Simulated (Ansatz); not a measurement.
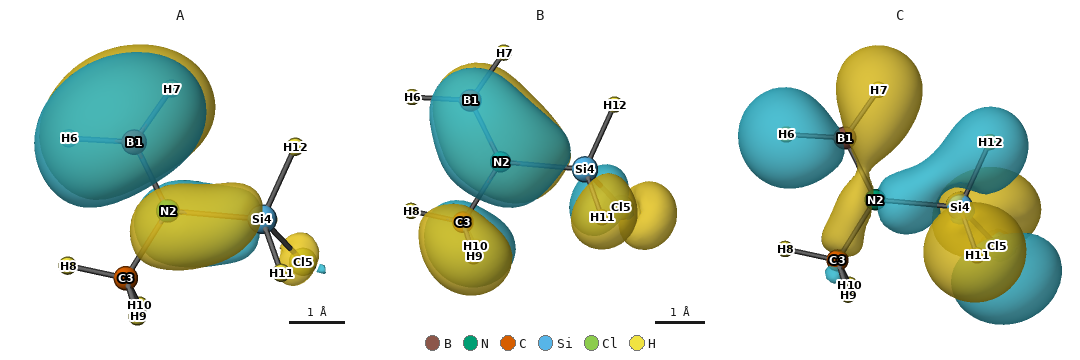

CH7BClNSi (SMILES BN(C)[SiH2]Cl). Three frontier orbitals at ±0.08 Å⁻³ᐟ² (yellow and cyan are the two phases), in no order.

Geometry: PBE0-D4/def2-TZVP.

Method: Ansatz 0.2.0, RKS PBE0-D4/def2-TZVPP.

```tsv
atom	x (Å)	y (Å)	z (Å)
B	-0.3016	1.6232	-0.0728
N	0.0307	0.2640	-0.0767
C	1.3512	-0.2094	-0.4832
Si	-1.1218	-0.9387	0.4115
Cl	-0.4535	-1.9064	2.0998
H	0.5099	2.4260	-0.4372
H	-1.3929	1.9546	0.2894
H	1.9520	0.6341	-0.8223
H	1.2745	-0.9343	-1.2992
H	1.8665	-0.6932	0.3509
H	-1.2250	-1.9800	-0.6372
H	-2.4131	-0.2953	0.7109
```

Which picture is the HOMO−1, the HOMO and the LUMO?

Answer. C is the HOMO−1 (−8.83 eV). It lies mainly on Cl5 (about 35 %), B1 (about 15 %), Si4 (about 10 %), H6 (about 10 %), H11 (about 10 %) and H7 (about 10 %). B is the HOMO (−8.40 eV). It lies mainly on N2 (about 45 %), B1 (about 15 %) and C3 (about 10 %). A is the LUMO (−0.39 eV). By Hirshfeld shares it lies mainly on B1 (about 60 %), N2 (about 15 %), H6 (about 10 %) and H7 (about 10 %).

What is the HOMO–LUMO gap?

Answer. 8.01 eV between the orbital energies.
